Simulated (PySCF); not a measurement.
# triplet [AlH4]− at 6 levels

We compute a comparison of 6 runs (UB3LYP/STO-3G, UM06-2X/STO-3G, UPBE0/STO-3G, NEVPT2(4,4)/STO-3G, ROCCSD(T)/STO-3G, FCI/STO-3G) of triplet [AlH4]−. Input form: a Python script.

Program for the calculation: PySCF 2.14.0.

11 further runs of the same task are left out: 11 set aside as unsound or not needed.

## Step 1: The system as given

[AlH4]− has 5 atoms, charge -1, and is taken as a triplet. As SMILES of the parent species, `[AlH4-]`. Geometry: a GFN2-xTB relaxation, a rough one for these elements and not checked as a minimum. That shape belongs to the parent species and isn't relaxed for this state.

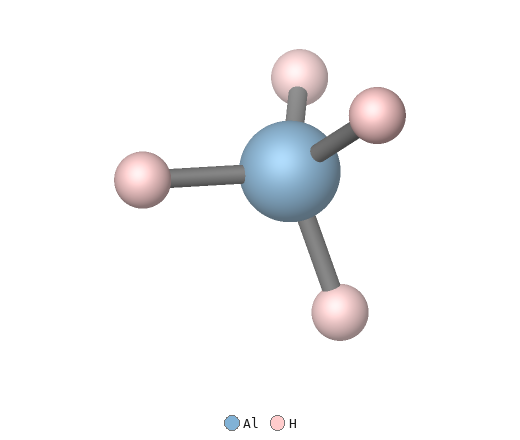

The structure, seen from a chosen angle (aluminium light blue, hydrogen pink).

## Step 2: A single-point energy at UB3LYP/STO-3G (run 1)

Input file calc.py:

```python
from pyscf import gto, dft

mol = gto.Mole()
mol.atom = '''
Al    -0.000020     0.000060    -0.001080
H      1.443510    -0.504270     0.556410
H     -1.182970    -0.604500     0.939130
H     -0.203840    -0.517130    -1.530710
H     -0.056670     1.625850     0.036250
'''
mol.basis = 'sto-3g'
mol.spin = 2
mol.max_memory = 1860
mol.charge = -1
mol.verbose = 3
mol.build()

myscf = dft.UKS(mol)
myscf.xc = 'b3lyp'
myscf.conv_tol = 1e-10
myscf.grids.level = 5
myscf.kernel()
if not myscf.converged:
    myscf = myscf.newton().run(myscf.mo_coeff, myscf.mo_occ)

e_tot = myscf.e_tot
print('E(%s) = %.9f' % ('B3LYP', e_tot))
```

The run is started by

```console
$ OMP_NUM_THREADS=1 python calc.py
```

Standard output:

```text
WARN: HOMO 0.193127310454895 >= LUMO -0.296344680792442

WARN: HOMO 0.516069967007869 >= LUMO 0.185319593014296

WARN: HOMO 0.53594982128892 >= LUMO 0.165102706439286

WARN: HOMO 0.534023858431668 >= LUMO 0.175776111339936

WARN: HOMO 0.532380494508729 >= LUMO 0.178269457053879

WARN: HOMO 0.531556690277273 >= LUMO 0.180870180829398

WARN: HOMO 0.531955990302176 >= LUMO 0.181397759344025

WARN: HOMO 0.532129695157712 >= LUMO 0.181646096067191

WARN: HOMO 0.532227885905087 >= LUMO 0.181836703257394

WARN: HOMO 0.532428673328406 >= LUMO 0.182093545549495

WARN: HOMO 0.532529866597985 >= LUMO 0.182208005100764

WARN: HOMO 0.532692059232839 >= LUMO 0.182023690092464

WARN: HOMO 0.532747138937779 >= LUMO 0.182060180789243

WARN: HOMO 0.533115306397052 >= LUMO 0.181947880714758

WARN: HOMO 0.533427922228818 >= LUMO 0.182566214857859

WARN: HOMO 0.534100862707984 >= LUMO 0.182562763503517

WARN: HOMO 0.534212376280841 >= LUMO 0.183033482979255

WARN: HOMO 0.534263771440286 >= LUMO 0.182952488066844

WARN: HOMO 0.534280847909986 >= LUMO 0.183101017146518

WARN: HOMO 0.534345574628926 >= LUMO 0.183179230386678

WARN: HOMO 0.53420191074887 >= LUMO 0.18312705285802

WARN: HOMO 0.533948161284092 >= LUMO 0.183213739147378

WARN: HOMO 0.533914091153031 >= LUMO 0.183403345899933

WARN: HOMO 0.534134393852339 >= LUMO 0.183351223612251

WARN: HOMO 0.533861497590552 >= LUMO 0.183280501909279

WARN: HOMO 0.534801298685518 >= LUMO 0.182402479160051

WARN: HOMO 0.53472295552349 >= LUMO 0.182459472924078

WARN: HOMO 0.534613811015866 >= LUMO 0.182592905732012

WARN: HOMO 0.534555860990425 >= LUMO 0.182635575888248

WARN: HOMO 0.534490048800768 >= LUMO 0.182677061803112

WARN: HOMO 0.534718145472744 >= LUMO 0.18243549508765

WARN: HOMO 0.534299800604616 >= LUMO 0.182684445772096

WARN: HOMO 0.534259507499367 >= LUMO 0.182632358020835

WARN: HOMO 0.534248208007112 >= LUMO 0.182601821083224

WARN: HOMO 0.534282113003117 >= LUMO 0.182577248848256

WARN: HOMO 0.534257569490728 >= LUMO 0.18257113452805

WARN: HOMO 0.534250982273648 >= LUMO 0.182577587719396

WARN: HOMO 0.53426454538497 >= LUMO 0.18256856173783

WARN: HOMO 0.534272807907529 >= LUMO 0.182562535159514

WARN: HOMO 0.53427428113428 >= LUMO 0.18256374815733

WARN: HOMO 0.534275883554084 >= LUMO 0.182562108997322

WARN: HOMO 0.534276031014775 >= LUMO 0.182562070719828

converged SCF energy = -241.327224742812  <S^2> = 2.0076586  2S+1 = 3.0051014
E(B3LYP) = -241.327224743
```

Wall time 9.6 s (1 thread of Arm Neoverse V1, shared host); peak memory 0.18 GiB.

## Step 3: A single-point energy at UM06-2X/STO-3G (run 2)

Input file run.py:

```python
from pyscf import gto, dft

system = gto.Mole()
system.atom = [
    ('Al', (-0.000020, 0.000060, -0.001080)),
    ('H', (1.443510, -0.504270, 0.556410)),
    ('H', (-1.182970, -0.604500, 0.939130)),
    ('H', (-0.203840, -0.517130, -1.530710)),
    ('H', (-0.056670, 1.625850, 0.036250)),
]
system.basis = 'sto-3g'
system.max_memory = 1860
system.spin = 2
system.charge = -1
system.verbose = 4
system.build()

ks = dft.UKS(system, xc='m06-2x')
ks.conv_tol = 1e-10
ks.grids.level = 5
ks.kernel()
if not ks.converged:
    ks = ks.newton().run(ks.mo_coeff, ks.mo_occ)

e_tot = ks.e_tot
print(f'total energy: {e_tot:.8f} hartree')
```

The run is started by

```console
$ OMP_NUM_THREADS=1 python run.py
```

Standard output:

```text
PySCF version 2.14.0

[... 62 lines left out ...]
[... the frontier-level lines of each cycle are left out ...]
[... 17 lines left out ...]
[... 17 lines left out ...]
[... 17 lines left out ...]
[... 17 lines left out ...]
[... 17 lines left out ...]
[... 5 lines left out ...]

cycle= 18 E= -241.297101250056  delta_E= 7.18e-10  |g|= 7.71e-06  |ddm|= 0.000203


cycle= 19 E= -241.297101249897  delta_E= 1.58e-10  |g|= 2.5e-06  |ddm|= 0.000153


cycle= 20 E= -241.29710124982  delta_E= 7.71e-11  |g|= 8.08e-07  |ddm|= 8.86e-05


Extra cycle  E= -241.297101249822  delta_E= -1.88e-12  |g|= 4.96e-07  |ddm|= 6.86e-06
converged SCF energy = -241.297101249822  <S^2> = 2.0013449  2S+1 = 3.0008965
total energy: -241.29710125 hartree
```

It took 7.5 s on 1 thread of Arm Neoverse V1, shared host; peak memory 0.19 GiB.

## Step 4: The energy at UPBE0/STO-3G (run 3)

Input file run.py:

```python
from pyscf import gto, dft

mol = gto.Mole()
mol.atom = '''
Al      -0.000020       0.000060      -0.001080
H        1.443510      -0.504270       0.556410
H       -1.182970      -0.604500       0.939130
H       -0.203840      -0.517130      -1.530710
H       -0.056670       1.625850       0.036250
'''
mol.basis = 'sto-3g'
mol.charge = -1
mol.spin = 2
mol.max_memory = 1860
mol.verbose = 3
mol.build()

mf = dft.UKS(mol, xc='pbe0')
mf.grids.level = 5
mf.conv_tol = 1e-10
mf.kernel()
if not mf.converged:
    mf = mf.newton().run(mf.mo_coeff, mf.mo_occ)

energy = mf.e_tot
print('E = %.10f Eh' % energy)
```

The run is started by

```console
$ OMP_NUM_THREADS=1 python run.py
```

Standard output:

```text
WARN: HOMO 0.206531967443642 >= LUMO -0.294438011112583

WARN: HOMO 0.518248916254318 >= LUMO 0.179014329552979

WARN: HOMO 0.535578199025956 >= LUMO 0.173315885069047

WARN: HOMO 0.531384012341215 >= LUMO 0.189982866467476

WARN: HOMO 0.529637629317268 >= LUMO 0.192591707611672

WARN: HOMO 0.529197634002915 >= LUMO 0.194491586043442

WARN: HOMO 0.528994199496438 >= LUMO 0.195070407827403

WARN: HOMO 0.529578211623811 >= LUMO 0.194411786592027

WARN: HOMO 0.530035922898702 >= LUMO 0.194700205686109

WARN: HOMO 0.530229398736921 >= LUMO 0.194547267238028

WARN: HOMO 0.529885920200165 >= LUMO 0.194921726329594

WARN: HOMO 0.528674815881445 >= LUMO 0.195426576194431

WARN: HOMO 0.526469286266822 >= LUMO 0.197018664341989

WARN: HOMO 0.528754093957811 >= LUMO 0.194192409130789

WARN: HOMO 0.527482584830644 >= LUMO 0.195172157335558

WARN: HOMO 0.527118814423881 >= LUMO 0.195482452324411

WARN: HOMO 0.526680980271722 >= LUMO 0.195903024140485

WARN: HOMO 0.526778805232222 >= LUMO 0.19570186603637

WARN: HOMO 0.526936080166678 >= LUMO 0.195447426678812

WARN: HOMO 0.526883789317461 >= LUMO 0.195523098729236

WARN: HOMO 0.526938933752182 >= LUMO 0.195417833805441

WARN: HOMO 0.526968531311785 >= LUMO 0.19536230607376

WARN: HOMO 0.526984425119512 >= LUMO 0.195333086441932

WARN: HOMO 0.526978928634975 >= LUMO 0.195344484634184

WARN: HOMO 0.526979607212896 >= LUMO 0.195342881855735

WARN: HOMO 0.526979690076689 >= LUMO 0.195342733938077

WARN: HOMO 0.526979700010576 >= LUMO 0.19534274245029

converged SCF energy = -241.177397184472  <S^2> = 2.0011991  2S+1 = 3.0007993
E = -241.1773971845 Eh
```

Wall time 5.7 s (1 thread of Arm Neoverse V1, shared host); peak memory 0.18 GiB.

Runs 4 to 5 aren't shown in full; the table further down has their settings and results.

## Step 5: The energy at FCI/STO-3G (run 6)

Input file mol.xyz:

```xyz
5
AlH4
Al    -0.000020     0.000060    -0.001080
H      1.443510    -0.504270     0.556410
H     -1.182970    -0.604500     0.939130
H     -0.203840    -0.517130    -1.530710
H     -0.056670     1.625850     0.036250
```

Input file job.py:

```python
from pyscf import gto, mcscf

mol = gto.M(
    atom='mol.xyz',
    spin=2,
    basis='sto-3g',
    charge=-1,
    max_memory=1860,
    verbose=3,
)

mf = mol.ROHF()
mf.conv_tol = 1e-10
mf.kernel()
if not mf.converged:
    mf = mf.newton().run(mf.mo_coeff, mf.mo_occ)

cas = mcscf.CASCI(mf, mf.mo_coeff.shape[-1] - 5, (mol.nelec[0] - 5, mol.nelec[1] - 5))  # full CI above the frozen core
cas.fix_spin_(ss=2.0)
cas.kernel()
e_final = cas.e_tot
print('Final energy', e_final)
```

The run is started by

```console
$ OMP_NUM_THREADS=1 python job.py
```

Standard output:

```text
converged SCF energy = -240.6769180683
CASCI E = -240.763995460447  E(CI) = -8.60837717944969  S^2 = 2.0000000
Final energy -240.76399546044667
```

Wall time 0.89 s (1 thread of Arm Neoverse V1, shared host); peak memory 0.12 GiB.

## Step 6: Overview of the runs

| run | level | integration grid | active selection | energy (Eh) | ⟨S²⟩ | wall time |
| --- | --- | --- | --- | --- | --- | --- |
| 1 | UB3LYP/STO-3G | 5 | – | -241.327225 | 2.008 | 9.6 s |
| 2 | UM06-2X/STO-3G | 5 | – | -241.297101 | 2.001 | 7.5 s |
| 3 | UPBE0/STO-3G | 5 | – | -241.177397 | 2.001 | 5.7 s |
| 4 | NEVPT2(4,4)/STO-3G | – | mp2 natural orbitals | -240.759321 | – | 0.93 s |
| 5 | ROCCSD(T)/STO-3G | – | – | -240.763112 | 2.000 | 1.1 s |
| 6 | FCI/STO-3G | – | – | -240.763995 | – | 0.89 s |

## Step 7: Results

| quantity | value |
| --- | --- |
| run 6: total energy | -240.76400 Eh |
| run 6: correlation energy (5 core orbitals frozen) | -87.1 mEh |

In words: Against full CI in this basis: ROCCSD(T) +0.9 mEh. Totals of different functionals can't be ranked against each other. In runs 1, 2, 3, 4, 5, 6 the HOMO lies above zero, so the outermost electron may be held by the basis alone. In runs 1, 2, 3, 4, 5, 6 the basis is minimal, so the values are rough. All runs together took 26 s, the longest 9.6 s.
